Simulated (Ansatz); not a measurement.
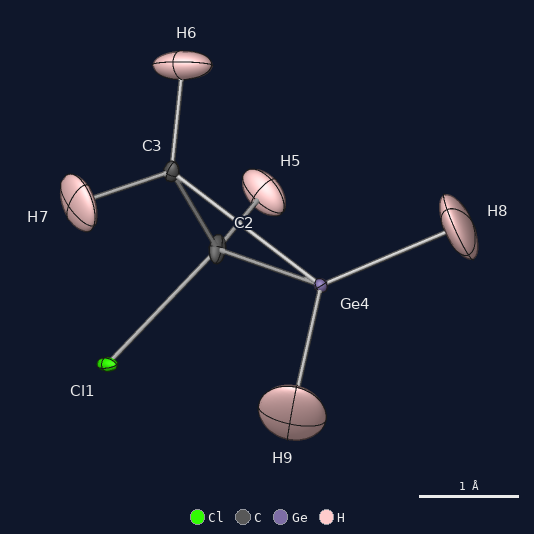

Displacement ellipsoids at the 50 % level, from the internal vibrations of the free molecule (harmonic, no overall translation or rotation; no half-axis is drawn under 0.075 Å). Vibrations computed with RKS PBE0-D4/def2-TZVP (Ansatz 0.2.0). Temperature: 600 K.

**Which atom moves most?**

H9, with U_eq = 0.0570 Å².

**Does H9 move more along its bond or across it?**

Across it: the root-mean-square amplitude is 0.087 Å along the bond and up to 0.335 Å across, since bending and torsion are softer than stretching.

List U_eq and the three principal root-mean-square amplitudes for each kind of atom.

```csv
atom,U_eq (Å²),rms amplitudes (Å)
Cl1,0.0033,"0.014, 0.027, 0.094"
C2,0.0054,"0.046, 0.062, 0.101"
C3,0.0032,"0.029, 0.055, 0.076"
Ge4,0.00085,"0.008, 0.012, 0.048"
H5,0.0206,"0.101, 0.129, 0.187"
H6,0.0246,"0.095, 0.143, 0.210"
H7,0.0274,"0.078, 0.187, 0.203"
H8,0.0446,"0.094, 0.220, 0.277"
H9,0.0570,"0.087, 0.226, 0.335"
```
